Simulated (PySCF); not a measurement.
# C₄H₉Cl₂Ga (SMILES C[C](C)(C)[Ga]([Cl])[Cl]): what the fields show

Input file:

```
{"job": {"kind": "uv", "xc": "CAM-B3LYP", "basis": "def2-SVPD", "nstates": 8, "ntriplets": 3}, "charge": 0, "multiplicity": 1}
C     -0.470741    -1.318655    -0.708907
C     -0.121904    -0.022054     0.011216
C     -0.266915    -0.196197     1.520731
C     -0.967242     1.145368    -0.479973
Ga     1.913161     0.424630    -0.406590
Cl     3.396144    -1.082834    -0.563867
Cl     2.648579     2.401815    -0.609713
H     -0.414132    -1.189033    -1.791311
H     -1.482890    -1.634434    -0.450578
H      0.220272    -2.113115    -0.419742
H     -1.301228    -0.438303     1.771704
H      0.372250    -1.006305     1.877532
H      0.009328     0.721740     2.043231
H     -0.887446     1.252452    -1.563180
H     -0.639134     2.078334    -0.018030
H     -2.015702     0.985536    -0.223933
```

Launched as:

```sh
OMP_NUM_THREADS=1 python probes_run.py task.json out
```

Geometry: GFN2-xTB.

Theory: PySCF 2.14.0, CAM-B3LYP/def2-SVPD, SCF density, gas phase.

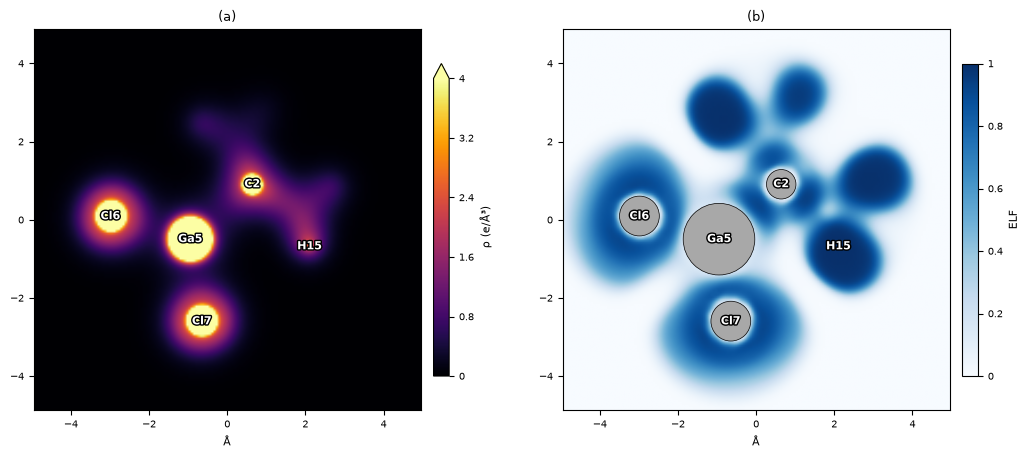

Figure 1. (a) total electron density; (b) electron localisation function on the plane of atoms Cl6, Ga5 and Cl7. Grey discs cover the atomic cores in the ELF map.

**What do the fields say about this system?**

- The section cuts through C, Ga, Cl and H sites.
- Ga–Cl (2.12 Å): the density is about 0.72 e/Å³ at the midpoint; the ELF peaks at about 0.85 in the valence shell of Cl, 0.8 Å from its nucleus, and is about 0.55 at the midpoint.
- C–Ga (2.12 Å): the density is about 0.65 e/Å³ at the midpoint; the ELF peaks at about 0.90 in the valence shell of C, 0.8 Å from its nucleus, and is about 0.70 at the midpoint.
- The ELF also peaks beside Cl7 and Cl6, away from the bonds: lone-pair regions.

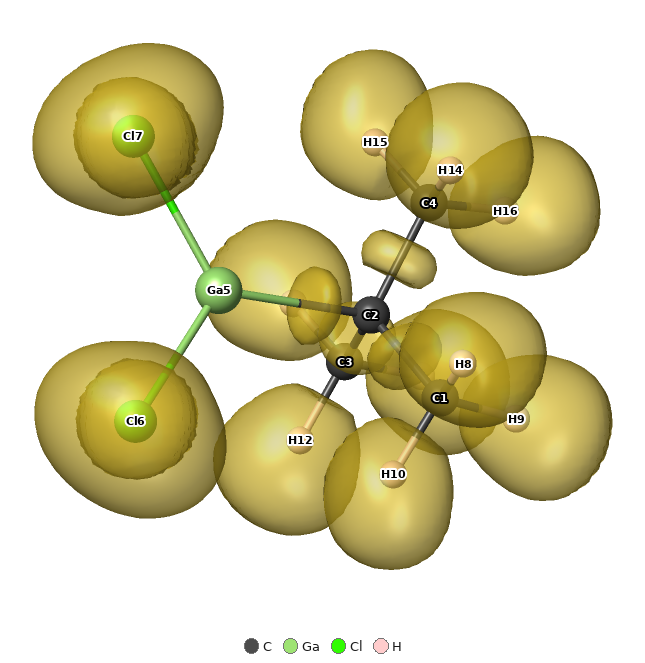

Figure 2. Isosurface of the ELF at 0.8 (yellow), seen at a tilt. Core shells and regions of very low density are left out.

**Where are the electrons localised?**

The ELF exceeds this value in three regions between bonded C–C atoms (shared pairs), nine regions around hydrogen nuclei, one lobe of the valence shell of C pointing towards Ga (polar bonds) and two regions wrapped around Cl (the valence shell of each).


C–C (1.52 Å): the ELF peaks at about 0.95 between the atoms: a shared electron pair.

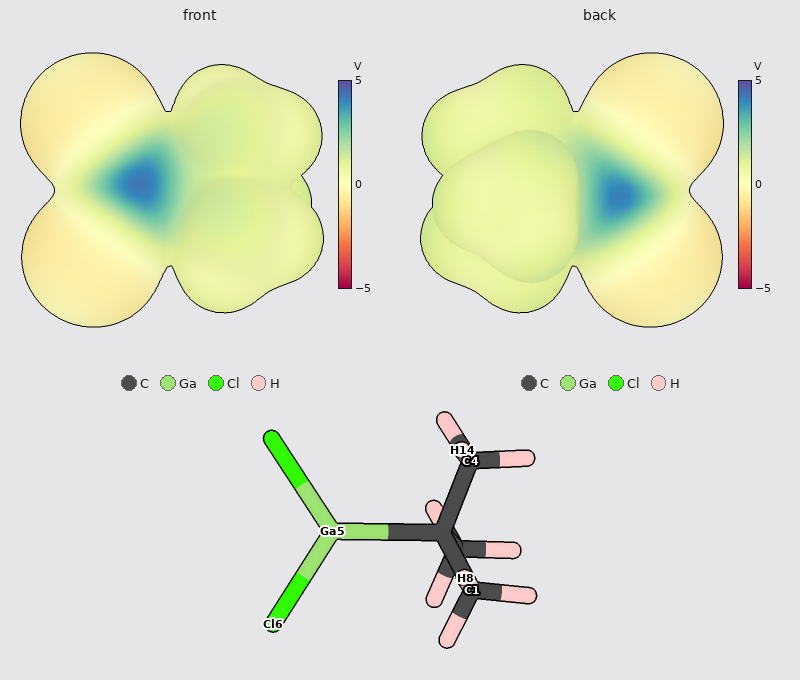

Figure 3. The electrostatic potential painted on the density surface at 0.004 e/bohr³, seen from the front and from behind; red is negative and blue positive. The bare structure is drawn below in the same view.

**Where is the surface potential most negative and most positive?**

The most negative region (about −0.7 V) lies over Cl6 and Cl7, the most positive (about +4.1 V) over Ga5.
